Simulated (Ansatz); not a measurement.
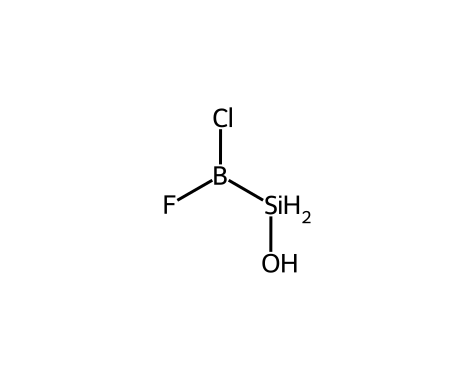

Structural formula above. The computed structure is the end point of a PBE-D4/def2-SVP optimisation. No frequency run is at hand to confirm it as a minimum.

Describe the 3D structure.

Formula BClFH3OSi. SMILES: `O[SiH2]B(F)Cl`. It has no ring. Among its groups: Si–H bond, Si–O bond. The point group is C1. Coordination: 1 O bent; 1 Si tetrahedral; 1 B trigonal planar.

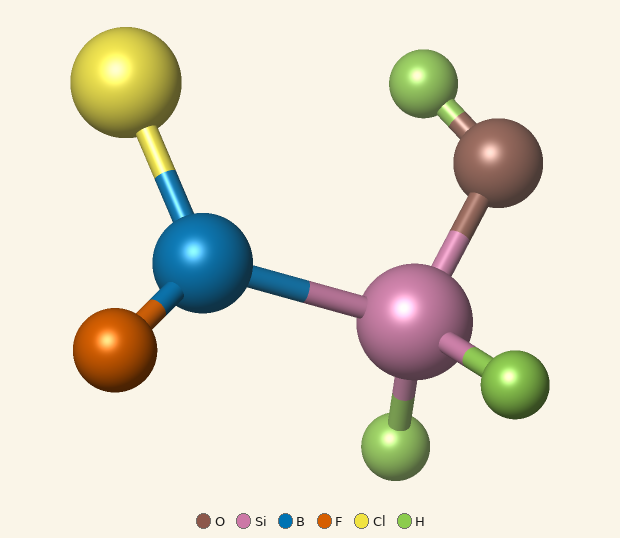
